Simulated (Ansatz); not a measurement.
# Calculations on SiNH4Cl and related structures

### Relaxation

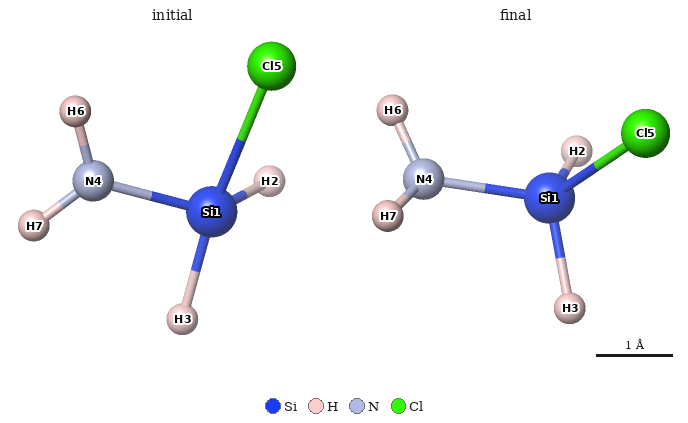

The structure of SiNH₄Cl before (left) and after (right) a relaxation, at one scale.

Style: ball-and-stick. Shown at a tilt.

It is one of the separated products of a reaction.

Level of theory: RKS PBE0-D4/def2-TZVP in Ansatz 0.2.0. Settings: force threshold 0.005 eV/Å; at most 200 steps.

### Describe what moved and what it gained.

The energy falls by 41.2 kcal/mol in 12 accepted moves (14 points after the start). The largest force component goes from 1.9 to 0.0021 eV/Å. The line search rejected the trial steps at points 9, 12 of the run. The largest move after the best rigid fit is that of Cl5, 1.01 Å. By element the largest moves are Cl 1.01 Å, H 0.89 Å, N 0.36 Å, Si 0.21 Å. Some distances before and after: Si1–Cl5 2.324 → 2.072 Å, Si1–H3 1.526 → 1.478 Å, Si1–H2 1.483 → 1.478 Å. Among the angles between lasting bonds that change: H3–Si1–Cl5 167.1° → 105.8°, N4–Si1–Cl5 88.5° → 115.3°, H2–Si1–N4 131.2° → 108.4°. Cost: 33 s on 4 threads of Intel Xeon @ 2.50GHz (shared host).

### Relaxation

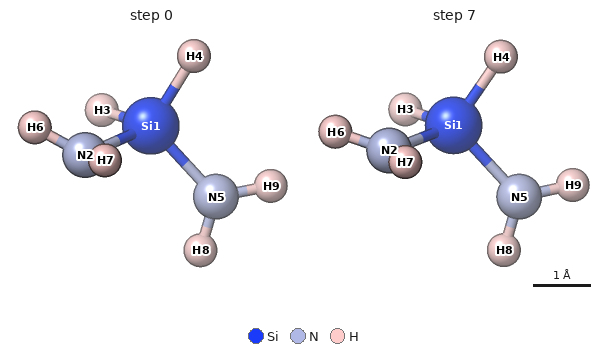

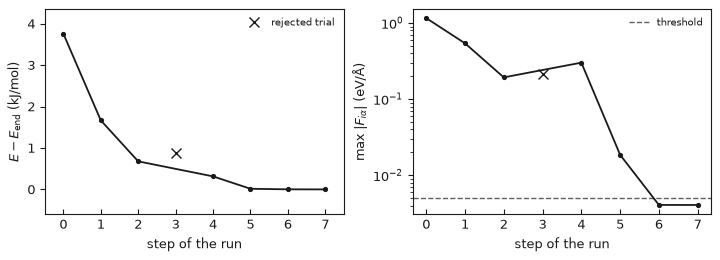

First and last geometry of a relaxation of SiN₂H₆, with the history of the run. A ball-and-stick model, seen at a tilt.

It is one of the separated reactants of a reaction.

Method: RKS PBE0-D4/def2-TZVP in Ansatz 0.2.0.

The input:
```yaml
crystal:
  periodic: [false, false, false]
  atoms:
    - {symbol: Si, position_ang: [-0.837663, 0.439005, 0.285803]}
    - {symbol: N, position_ang: [-0.380493, -1.194672, -0.158008]}
    - {symbol: H, position_ang: [-1.505825, 0.936473, -0.946457]}
    - {symbol: H, position_ang: [-1.788575, 0.528539, 1.425823]}
    - {symbol: N, position_ang: [0.585476, 1.216743, 0.790387]}
    - {symbol: H, position_ang: [-1.039737, -1.709033, -0.727887]}
    - {symbol: H, position_ang: [-0.043739, -1.787915, 0.589833]}
    - {symbol: H, position_ang: [1.391000, 1.281177, 0.187170]}
    - {symbol: H, position_ang: [0.577230, 1.917763, 1.510257]}
basis:
  gaussian: {orbitals: def2-TZVP}
hamiltonian: {xc: pbe0, dispersion: d4}
relax: {f_tol: 0.005, max_steps: 200}
```

Launched with:
```bash
ansatz run in.yaml --threads 4 --pin off --events-out ev --progress --plain --max-ram 9574MiB
```

**What do the curves and the structures tell?**

It converged. After 6 accepted moves (7 points after the start) the energy has fallen by 3.76 kJ/mol. The largest force component goes from 1.2 to 0.0041 eV/Å. The line search rejected the trial step at point 3 of the run. The largest move after the best rigid fit is that of H6, 0.095 Å. By element the largest moves are H 0.095 Å, N 0.085 Å, Si 0.037 Å. Near-neighbour distances that change, for instance: Si1–N2 1.754 → 1.711 Å, Si1–N5 1.698 → 1.711 Å, N2–H6 1.012 → 1.006 Å, Si1–H3 1.487 → 1.493 Å. Bond angles that change, for instance: Si1–N2–H7 116.5° → 121.6°, Si1–N2–H6 116.5° → 120.5°, H4–Si1–N5 106.3° → 103.4°. The run took 23 s on 4 threads of Intel Xeon @ 2.50GHz (shared host).

```json
{"step": "0", "E − E(0), kJ/mol": "0.00", "largest force component, eV/Å": "1.1607", "note": ""}
{"step": "1", "E − E(0), kJ/mol": "-2.09", "largest force component, eV/Å": "0.5413", "note": ""}
{"step": "2", "E − E(0), kJ/mol": "-3.08", "largest force component, eV/Å": "0.1933", "note": ""}
{"step": "3", "E − E(0), kJ/mol": "-2.89", "largest force component, eV/Å": "0.2165", "note": "rejected"}
{"step": "4", "E − E(0), kJ/mol": "-3.44", "largest force component, eV/Å": "0.3016", "note": ""}
{"step": "5", "E − E(0), kJ/mol": "-3.74", "largest force component, eV/Å": "0.0186", "note": ""}
{"step": "6", "E − E(0), kJ/mol": "-3.76", "largest force component, eV/Å": "0.0041", "note": ""}
{"step": "7", "E − E(0), kJ/mol": "-3.76", "largest force component, eV/Å": "0.0041", "note": ""}
```

### Reaction

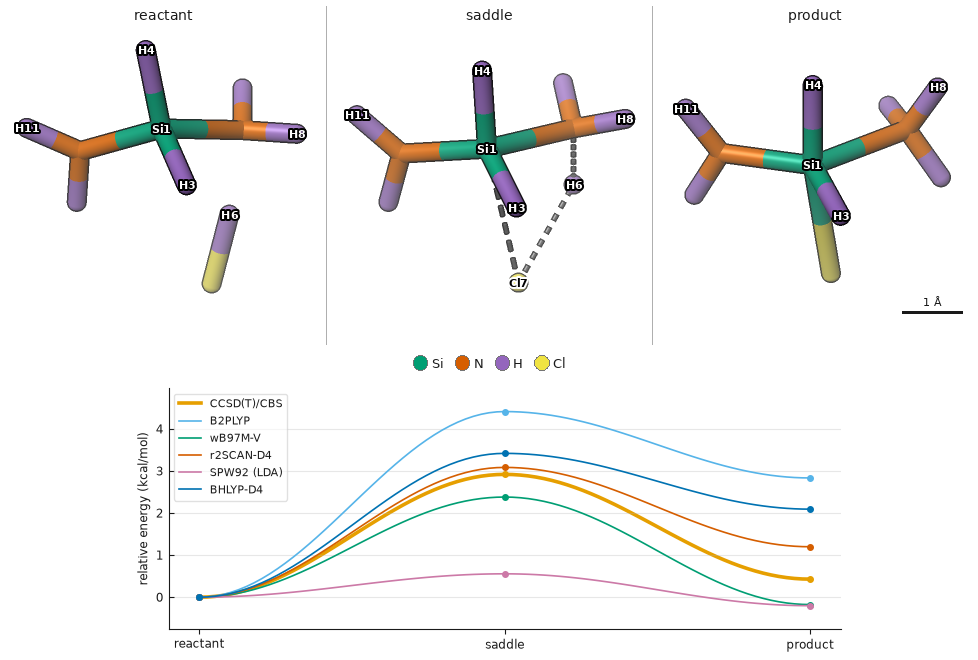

A reaction step of SiN₂H₇Cl, with its energy diagram. The picture is a stick view, seen at a tilt. Dashed sticks mark bonds that form or break.

Stationary points at PBE0-D4/def2-TZVP, single-point energies with CCSD(T)/CBS, B2PLYP, wB97M-V, r2SCAN-D4, SPW92 (LDA), BHLYP-D4 (def2-TZVPP where no basis is named; Ansatz 0.2.0). The energies are electronic, without zero-point or thermal terms, and both ends are the minima reached downhill from the saddle, with any fragments still in contact. CCSD(T)/CBS stands for a frozen-core estimate: MP2 correlation extrapolated from def2-TZVPP and def2-QZVPP, CCSD(T) minus MP2 from the smaller set.

Q: What happens, and what does it cost?

A: Counted by bonded pieces, the reactant holds HCl + SiH₆N₂ and the product holds SiH₇N₂Cl. From the reactant over the saddle to the product, bonds form: Cl–Si (3.77 → 2.85 → 2.32 Å), H–N (1.67 → 1.08 → 1.02 Å). A bond breaks: Cl–H (1.36 → 1.90 → 2.47 Å). The saddle has one imaginary mode, 107i cm⁻¹. With CCSD(T)/CBS the barrier is 2.9 kcal/mol from the reactant and 2.5 kcal/mol from the product, and the product lies 0.4 kcal/mol above the reactant.

```tsv
level	barrier from the reactant (kcal/mol)	barrier from the product (kcal/mol)	the product less the reactant (kcal/mol)
CCSD(T)/CBS	2.9	2.5	0.4
B2PLYP	4.4	1.6	2.8
wB97M-V	2.4	2.6	−0.2
r2SCAN-D4	3.1	1.9	1.2
SPW92 (LDA)	0.6	0.8	−0.2
BHLYP-D4	3.4	1.3	2.1
```

Against CCSD(T)/CBS, r2SCAN-D4 comes closest on the barrier from the reactant (+0.2 kcal/mol) and SPW92 (LDA) misses most (−2.4 kcal/mol).

### Path

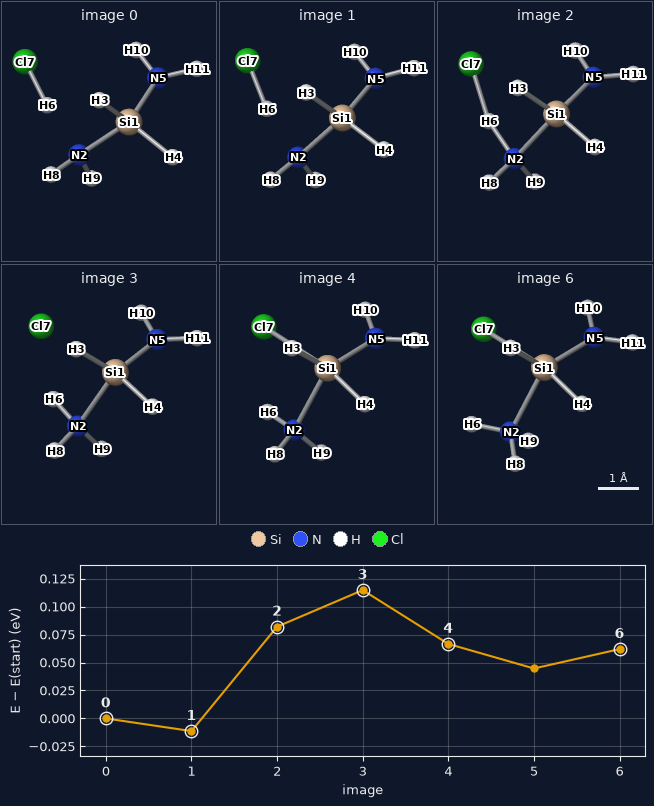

NEB run on SiN₂H₇Cl. Images are numbered from 0 (start) to 6 (end). The picture is a ball-and-stick view, seen at a tilt.

Theory: RKS PBE0-D4/def2-SVP in Ansatz.

Input
```yaml
crystal:
  periodic: [false, false, false]
  atoms:
    - {symbol: Si, position_ang: [-0.837663, 0.439005, 0.285803]}
    - {symbol: N, position_ang: [-0.380493, -1.194672, -0.158008]}
    - {symbol: H, position_ang: [-1.505825, 0.936473, -0.946457]}
    - {symbol: H, position_ang: [-1.788575, 0.528539, 1.425823]}
    - {symbol: N, position_ang: [0.585476, 1.216743, 0.790387]}
    - {symbol: H, position_ang: [0.970148, -0.967457, -1.114020]}
    - {symbol: Cl, position_ang: [2.072176, -0.660421, -1.842800]}
    - {symbol: H, position_ang: [-1.039737, -1.709033, -0.727887]}
    - {symbol: H, position_ang: [-0.043739, -1.787915, 0.589833]}
    - {symbol: H, position_ang: [1.391000, 1.281177, 0.187170]}
    - {symbol: H, position_ang: [0.577230, 1.917763, 1.510257]}
basis:
  gaussian: {orbitals: def2-SVP}
hamiltonian: {xc: pbe0, dispersion: d4}
neb:
  images: 5
  climbing: true
  max_iterations: 40
  initial_path: idpp
  final_atoms:
    - {symbol: Si, position_ang: [-0.336542, 0.502875, -0.183348]}
    - {symbol: N, position_ang: [-0.333002, -1.446956, -0.206440]}
    - {symbol: H, position_ang: [-1.119725, 0.942414, -1.363628]}
    - {symbol: H, position_ang: [-1.463396, 0.410257, 0.841829]}
    - {symbol: N, position_ang: [0.704310, 1.358403, 0.852092]}
    - {symbol: H, position_ang: [-0.028272, -1.761655, -1.125283]}
    - {symbol: Cl, position_ang: [1.466721, 0.148889, -1.606567]}
    - {symbol: H, position_ang: [-1.230682, -1.842891, 0.057136]}
    - {symbol: H, position_ang: [0.372025, -1.750905, 0.461165]}
    - {symbol: H, position_ang: [1.611125, 1.683899, 0.564663]}
    - {symbol: H, position_ang: [0.357437, 1.755871, 1.708482]}
```

Launched with:
```bash
ansatz run in.yaml --threads 4 --pin off --events-out ev --progress --plain --max-ram 9574MiB
```

Read off the barrier and say what moves.

Answer. Breaking: H6–Cl7 (1.36 → 1.87 at the top → 2.47 Å). Forming: N2–H6 (1.67 → 1.09 at the top → 1.02 Å), Si1–Cl7 (3.77 → 2.83 at the top → 2.32 Å). Relative to the start the highest point is image 3 at +0.115 eV and the end lies at +0.062 eV, but the profile dips to −0.011 eV at image 1 on the way, so an end point isn't at the bottom of its valley along this path. The band converged in 15 iterations. The largest component of the band force went from 3.2 to 0.02 eV/Å. The climbing image converged on the top of the path. Its curvatures weren't checked. The largest force component is 0.26 eV/Å at the start and 0.31 eV/Å at the end; an end with forces this large is no minimum, and the barrier measured from it can be far off.
